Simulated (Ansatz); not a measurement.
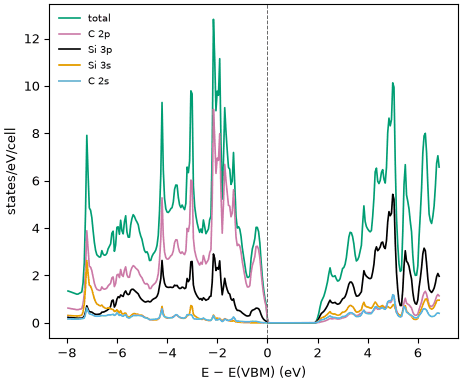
Total and projected density of states of SiC in space group Pm-3n (No. 223; Si on 6c, C on 6d), PBE in the plane-wave PAW code Ansatz

**Question.** Which orbitals carry the states next to the gap?

**Answer.** Top 1 eV of the valence band: C 2p 81 %, Si 3p 15 %. Bottom 1 eV of the conduction band: Si 3p 43 %, Si 3s 20 %, C 2s 12 %, C 2p 8 %, outside the projected shells 16 %. Projections are on Löwdin-orthogonalised atomic valence shells; empty p or d shells of many metals are not among them.

**Question.** Where is the tallest occupied peak in this window, and what makes it?

**Answer.** Near -2.1 eV, about 13 states/eV per cell; the largest projected share is C 2p.

The start of the workflow was typed in or built on a structure type; neither database checked (COD, Materials Project) lists it. It is not the phase usual at ambient conditions (space group No. 186, 216). Symmetry was held in the PBE relaxation; whether a distortion lowers the energy is not shown.

Potentials: the later of the program's two PAW sets.
